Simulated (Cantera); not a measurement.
Charge: 1 mol SrCl2, 1.1 mol HCl, 160 mol H2, at 6100 Pa.

Method: chemical equilibrium by Gibbs-energy minimisation in Cantera with the NASA 1993 tables (ideal gas, pure condensed phases). Candidate condensed phases: Sr, SrCl2; 8 gas species. Rates play no part.

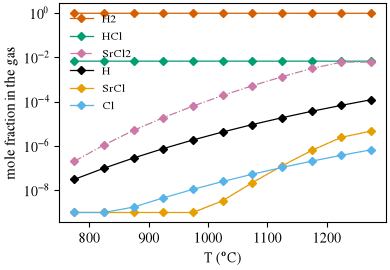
Equilibrium gas composition (values under 1e-9 drawn at 1e-9)

Read off the mole fractions at 1225 °C.

H2 about 0.99, HCl about 0.0068, SrCl2 about 0.0062, H about 6.9e-5, SrCl about 2.5e-6, Cl about 3.8e-7.
